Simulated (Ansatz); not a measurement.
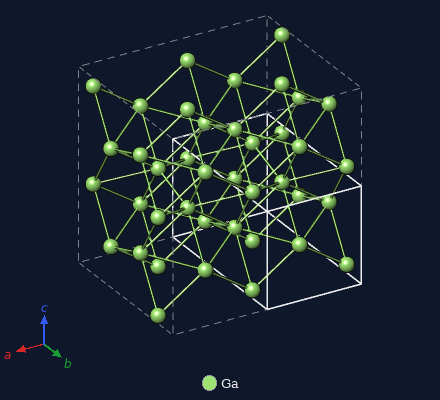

The structure, seen along [111]; the drawing may span several cells.

Given this structure, the geometry relaxed at fixed volume with Ansatz 0.2.0, DFT r2SCAN, scalar-relativistic, plane waves, PAW, written in its standard cell:

```
CELL_PARAMETERS angstrom
4.57842 0.00000 0.00000
0.00000 7.71759 0.00000
0.00000 0.00000 4.59858
ATOMIC_POSITIONS crystal
Ga 0.50000 0.15634 0.58357
Ga 0.50000 0.84366 0.41643
Ga 0.50000 0.65634 0.91643
Ga 0.50000 0.34366 0.08357
Ga 0.00000 0.65634 0.58357
Ga 0.00000 0.34366 0.41643
Ga 0.00000 0.15634 0.91643
Ga 0.00000 0.84366 0.08357
```

### Predict the [111] zone-axis pattern (200 kV, kinematic, B = 1 Å²).

The spots form an oblique net (close to centred rectangular) whose two shortest vectors correspond to d = 3.94 Å and 1.99 Å, 76.0° apart. They are 1 -1 0 (itself extinct) and 1 1 -2. The pattern has symmetry 2. The lattice centring (C) removes all reflections that break h + k = 2n; a glide plane extinguishes reflections such as 1 -1 0, 3 -3 0, 5 -5 0.

Strongest reflections with d > 0.80 Å, one of each family (|F|² from tabulated Gaussian fits of the electron scattering factors, times a small damping for the curvature of the Ewald sphere):

```csv
hkl,d (Å),I (strongest = 100)
1 1 -2,1.986,100
3 -1 -2,1.255,34
2 0 -2,1.622,31
2 -2 0,1.969,28
3 -5 2,0.981,22
1 -5 4,0.904,16
```

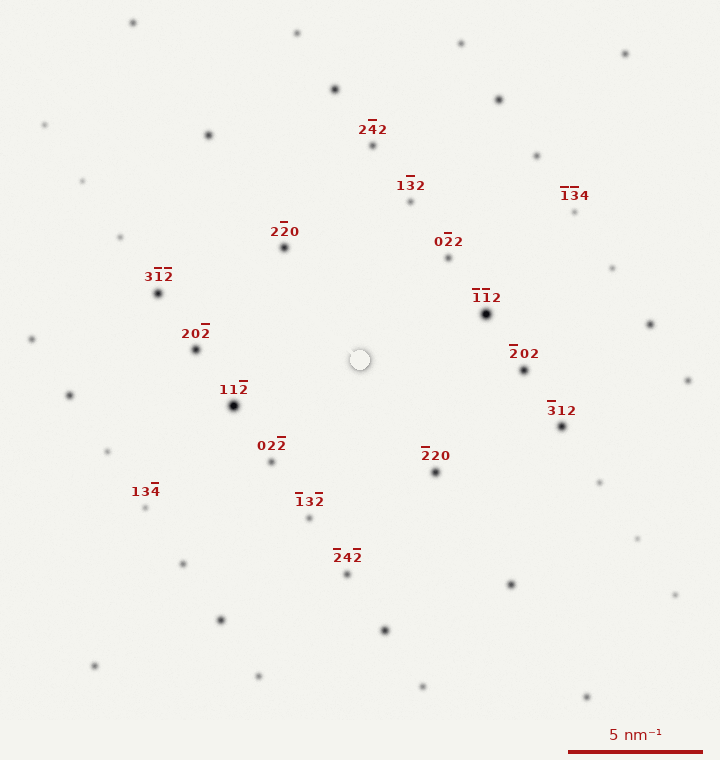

Calculated pattern, seen from the source side with [111] pointing towards the source.
